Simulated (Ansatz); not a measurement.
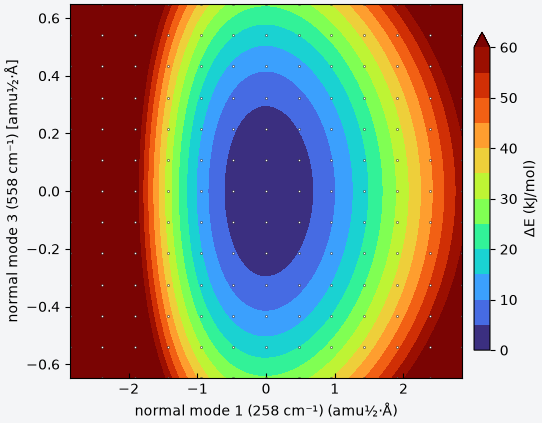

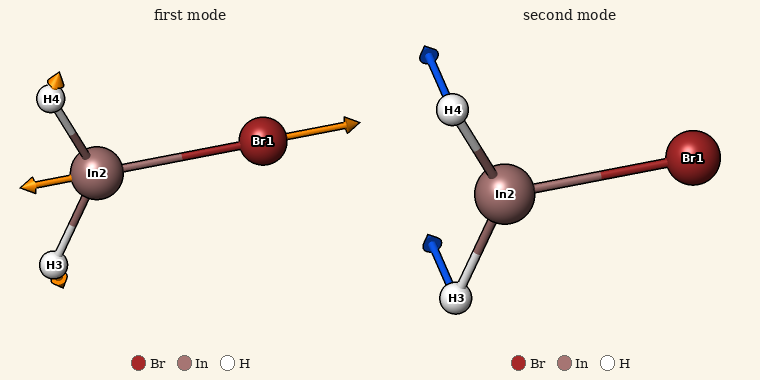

Energy landscape of BrH₂In, SMILES [Br][InH2]. Coordinates scanned: (1) normal mode 1 (258 cm⁻¹); (2) normal mode 3 (558 cm⁻¹). Nothing is relaxed (straight displacements along the two mass-weighted modes). The grid has 13 × 13 points; 91 points were computed and 78 follow by symmetry. Energies: kJ/mol, counted from the lowest grid point. Level of theory: Ansatz, RHF-MP2, frozen core/def2-TZVP.

The picture shows filled contours, dots at the grid points, one colour for all values above the top of the scale. Between grid points the surface is interpolated. The second picture is the structure at the lowest point

Summarise what can be read from the map.

Answer. The lowest grid point is at normal mode 1 (258 cm⁻¹) = 0.00 amu½·Å, normal mode 3 (558 cm⁻¹) = 0.000 amu½·Å. It is the only kind of minimum in the scanned range. The highest grid point, normal mode 1 (258 cm⁻¹) = −2.86 amu½·Å, normal mode 3 (558 cm⁻¹) = −0.648 amu½·Å, lies 203 kJ/mol above the lowest.

Each point was launched as `ansatz run input.yaml --threads 1 --pin off --max-ram 2560MiB --backend cpu --events-out ev --progress --plain --runs-dir out`. Time for the 91 points that were run: 5.5 min on 1 thread of Intel(R) Xeon(R) 6975P-C (Granite Rapids), with other jobs on the host.
